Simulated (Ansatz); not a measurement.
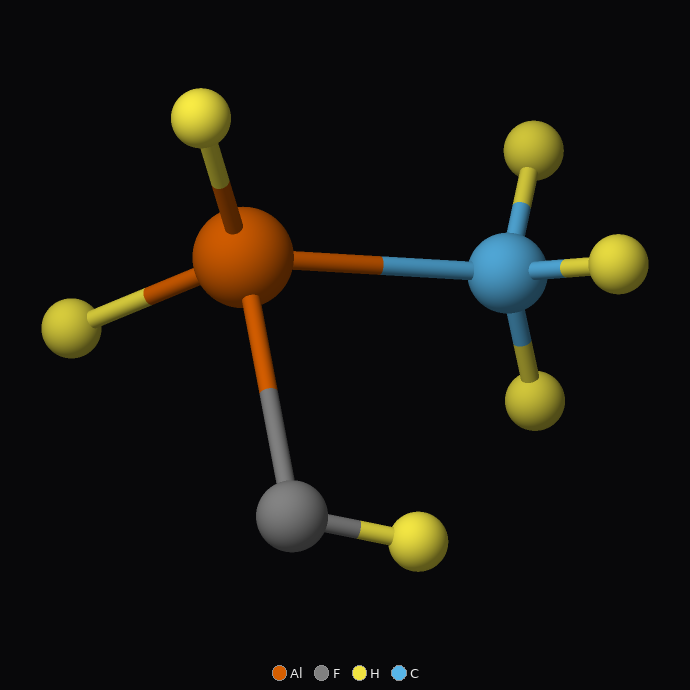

Count the atoms of each element.

Answer. CH₆AlF, 9 atoms: 1 carbon, 6 hydrogen, 1 aluminium and 1 fluorine.

How many bonds of each kind are drawn?

Answer. 3 C–H, 2 Al–H, 1 Al–F, 1 F–H, 1 C–Al. Sticks follow a distance rule.

More results for the same structure follow; atom numbers are the same in all pictures, views and colours differ. Computed geometry: PBE0-D4/def2-TZVP optimisation.

### Shape

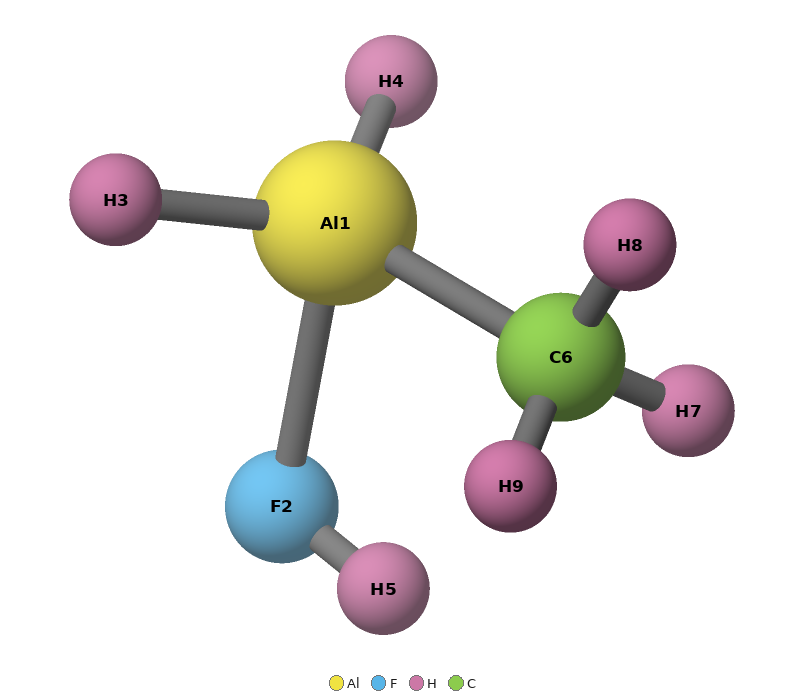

Estimate the angles F2–Al1–H3, F2–Al1–C6, H3–Al1–C6, Al1–F2–H5, Al1–C6–H8, Al1–C6–H7.

```
    angle  degrees
F2–Al1–H3     98.8
F2–Al1–C6     89.1
H3–Al1–C6    118.7
Al1–F2–H5    100.1
Al1–C6–H8    109.1
Al1–C6–H7    113.9
```

### Vibrations

Harmonic vibrations computed with RKS PBE0-D4/def2-TZVP (Ansatz 0.2.0) at a stationary point of the same level.

List the wavenumbers.

Answer. 21 modes: 103, 132, 231, 232, 381, 396, 418, 582, 644, 721, 741, 790, 1224, 1447, 1452, 1905, 1908, 3018, 3093, 3095, 3976 cm⁻¹.

### Electronic properties

Properties computed with RKS PBE0-D4/def2-TZVPP (Ansatz 0.2.0).

Computed properties:

- HOMO energy (Kohn–Sham orbital): −7.81 eV
- LUMO energy (Kohn–Sham orbital): −0.46 eV
- HOMO–LUMO gap: 7.36 eV
- dispersion correction: −9.4 kJ/mol

### Dipole moment

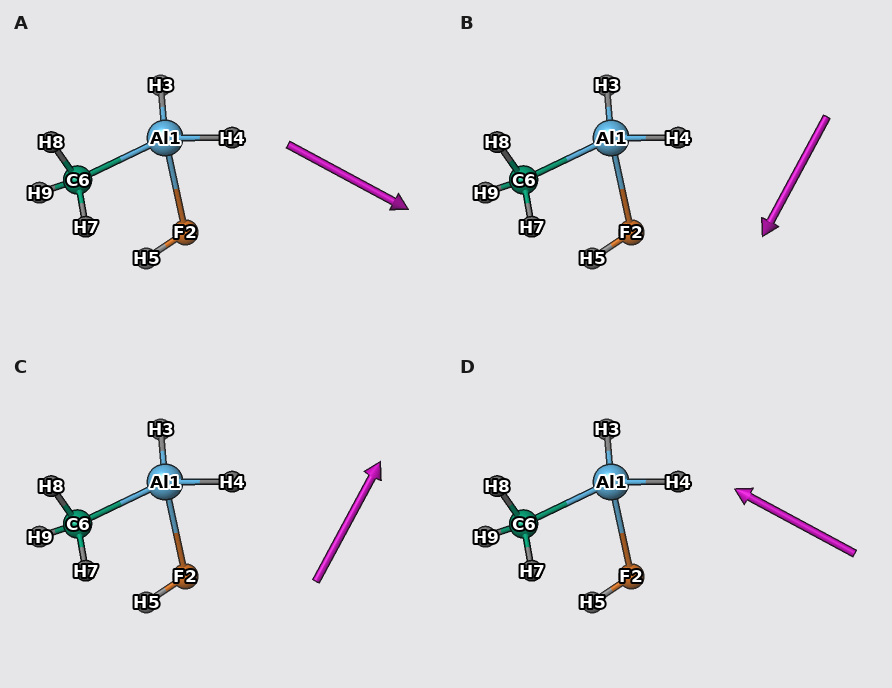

The same molecule four times, each with an arrow. Level of theory: RKS PBE0-D4/def2-TZVP (Ansatz 0.2.0).

Which arrow points along the dipole moment, from the negative to the positive end?

Answer. B. The dipole moment is 2.94 D; it points from the side of H3, H4 to the side of H5 (the outermost atoms at the two ends).
